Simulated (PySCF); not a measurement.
# Atomic calculation for B²⁺

System: B²⁺, configuration 1s2 2p1, multiplicity 2.
Method: unrestricted HF, x2c-QZVPPall plus 1 even-tempered diffuse shell per l, spin-free X2C-1e, Gaussian nucleus (PySCF).

**Key numbers**

| quantity | value |
| --- | --- |
| outcome | converged |
| total energy | −23.160094 hartree |
| ⟨S²⟩ | 0.750 |
| ⟨L²⟩ | 2.00 |
| SCF iterations | 4 |
| hardware | 1 CPU thread, shared host |
| CPU time | 1.9 s (integrals apart) |

**Notes**

This is not the ground configuration of the species.

**Input**
```python
from pyscf import gto, scf, dft, mp, cc
import basis_set_exchange as bse
mol = gto.M(atom="B 0 0 0", charge=2, spin=1, symmetry="D2h",
            basis=gto.basis.parse(bse.get_basis("x2c-QZVPPall", elements=["B"], fmt="nwchem", augment_diffuse=1)),
            nucmod="G")
mf = scf.UHF(mol).sfx2c1e()
mf.irrep_nelec = {'Ag': (1, 1), 'B2u': (1, 0)}
mf.kernel()
```

The script is an equivalent of what the driver set up; the driver started from orbitals of its own, so the log can be shorter than this script's would be, and it computed the properties (radii, ⟨L²⟩, response) afterwards. It held the occupations shell by shell, which the script's counts by irreducible representation don't always enforce.

**Log (extracts)**
```
damping factor = 0
level_shift factor = 0
DIIS = <class 'pyscf.scf.diis.CDIIS'>
diis_start_cycle = 1
diis_space = 10
diis_damp = 0
SCF conv_tol = 1e-09
SCF conv_tol_grad = None
number electrons alpha = 2  beta = 1
cycle= 1 E= -23.1600936988548  delta_E= -8.2e-05  |g|= 0.00239  |ddm|= 0.0027
cycle= 2 E= -23.1600942961811  delta_E= -5.97e-07  |g|= 0.00022  |ddm|= 0.000273
cycle= 3 E= -23.1600943039198  delta_E= -7.74e-09  |g|= 1.67e-05  |ddm|= 6.31e-05
cycle= 4 E= -23.160094304162  delta_E= -2.42e-10  |g|= 1.15e-06  |ddm|= 2.06e-05
converged SCF energy = -23.160094304162  <S^2> = 0.75004423  2S+1 = 2.0000442
```

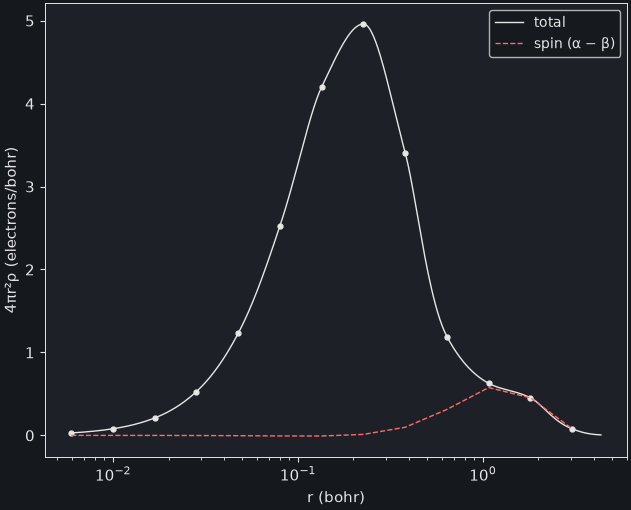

*Spherically averaged radial density 4πr²ρ of the mean field and its spin part; markers are the stored points, which are sparse, and the line is a monotone interpolation between them.*

The largest stored value is 4.96 electrons/bohr at r = 0.23 bohr. Root-mean-square radii of the shells: 1s 0.379, 2p 1.74 bohr.
